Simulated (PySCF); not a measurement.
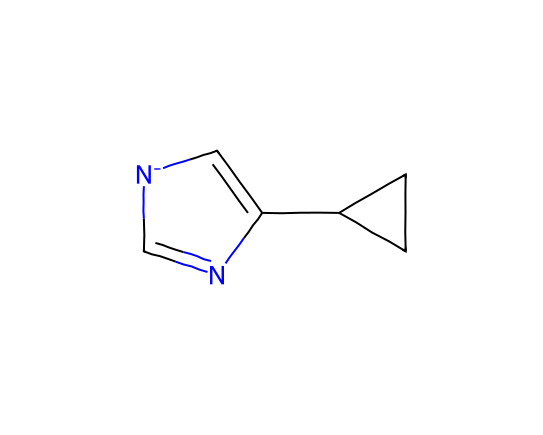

Skeletal drawing of a molecule. Charge −1, singlet.

Give its SMILES.

c1nc(C2CC2)c[n-]1

Give the formula, hydrogens included.

C6H7N2, charge -1.

More results for the same structure follow; atom numbers are the same in all pictures, views and colours differ. The geometry was computed by an optimisation with GFN2-xTB. No frequency run is at hand to confirm it as a minimum.

Geometry

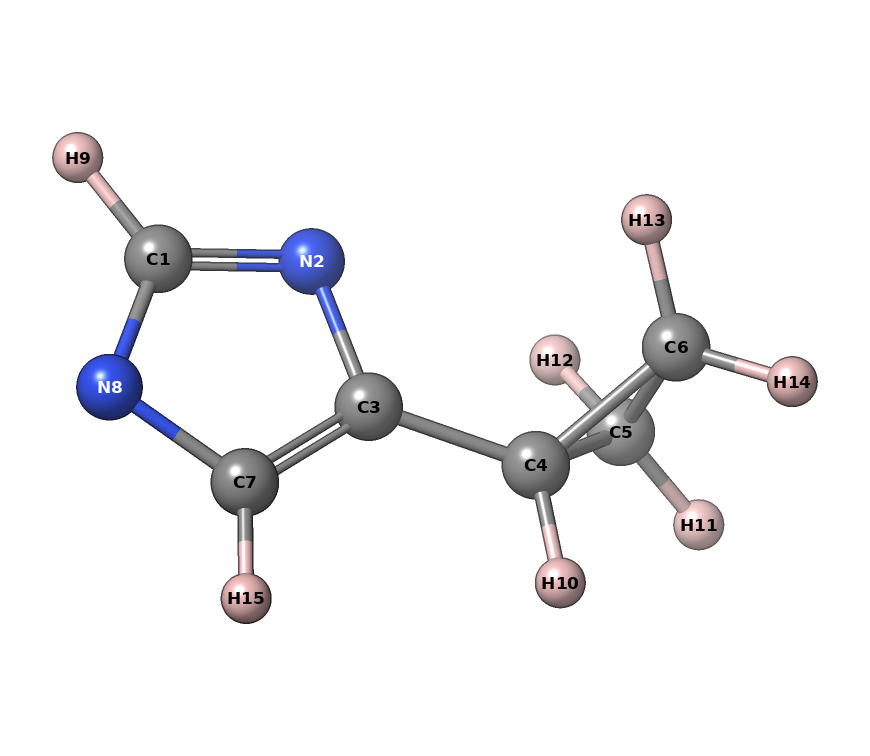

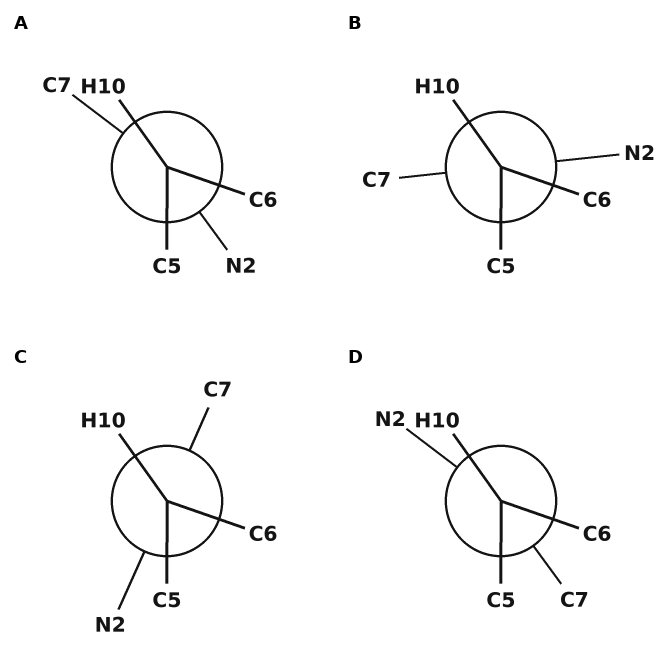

Atoms fade into the background with distance from the viewer. Bonds that would overlap in a projection are set slightly apart. No frequency run is at hand to confirm it as a minimum.

Which Newman projection shows the view along C4–C3, with C4 in front?

A. The torsion angle C5–C4–C3–N2 is −36°, synclinal (gauche).

Electronic properties

No frequency run is at hand to confirm it as a minimum. Method: B3LYP/pcJ-1, gas phase (PySCF 2.14.0).

Give the HOMO energy (Kohn–Sham orbital) at this level.

−0.28 eV.

Spin–spin coupling

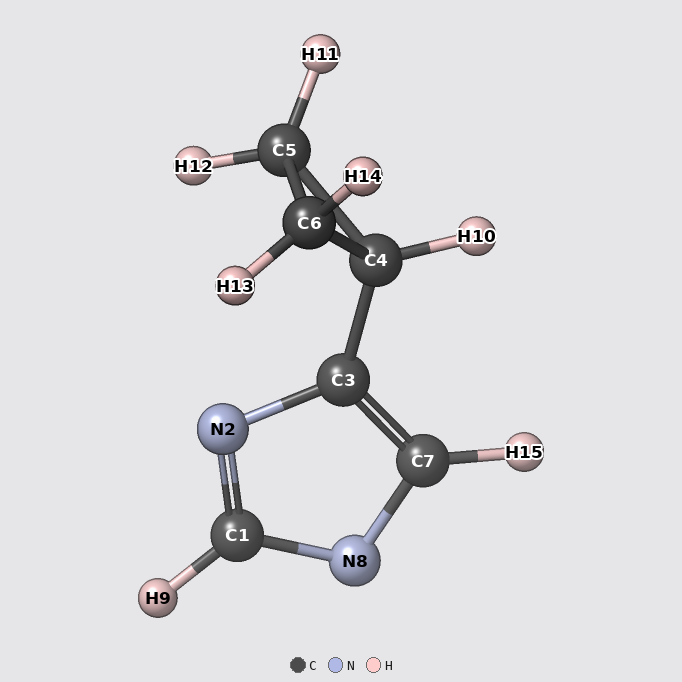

No frequency run is at hand to confirm it as a minimum. Method: B3LYP/pcJ-1 indirect spin-spin coupling, non-relativistic, gas phase (PySCF 2.14.0). Isotopes: 13C, 1H, 15N.

Give the spin–spin coupling constants of these pairs, with the number of bonds between them: C1/N8, N2/C3, N2/H9, N2/N8, N8/H15, N8/H9, N2/H10, N2/C6, N2/C5.

| pair | bonds apart | J (Hz) |
| --- | --- | --- |
| C1, N8 | 1 | 1.5 |
| N2, C3 | 1 | −0.9 |
| N2, H9 | 2 | −15.4 |
| N2, N8 | 2 | −1.5 |
| N8, H15 | 2 | −11.4 |
| N8, H9 | 2 | −15.1 |
| N2, H10 | 3 | −2.3 |
| N2, C6 | 3 | −1.5 |
| N2, C5 | 3 | −1.4 |

Quadrupole coupling

No frequency run is at hand to confirm it as a minimum. Electric field gradients from the ground-state density, B3LYP/pcJ-1 (PySCF 2.14.0), non-relativistic apart from any core potentials.

Give the largest field-gradient component, the quadrupole coupling constant and the asymmetry for 14N at N2 (Q = 20.44 mb), 14N at N8 (Q = 20.44 mb), 2H at H9 (Q = 2.86 mb), 2H at H10 (Q = 2.86 mb).

```tsv
atom	V_zz (a.u.)	e²qQ/h (MHz)	η
N2	−0.773	−3.71	0.20
N8	−0.841	−4.04	0.08
H9	0.326	0.219	0.09
H10	0.308	0.207	0.09
```
